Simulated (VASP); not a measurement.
Band structure of NiSi$_{2}$ (fluorite). Level of theory: optB88-vdW, VASP's PBE PAW potentials (set 64) (plane waves; VASP).

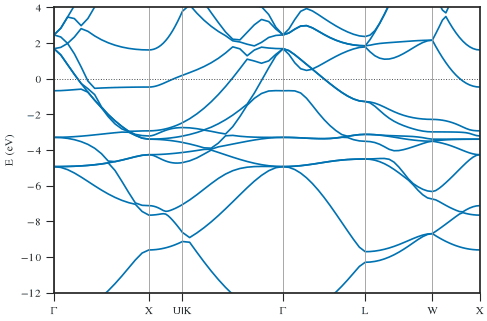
Bands along high-symmetry lines, zero at the valence-band maximum or, without a gap, the Fermi level

Question: Read the plot: is there a gap, and where are the band edges?

Answer: It has no gap at this level: it comes out as a metal or semimetal. (Edges off the drawn lines would not show.)

The compound is NiSi2 in the fluorite structure. It was relaxed first. The run is not spin-polarised, so no magnetic state was tried.
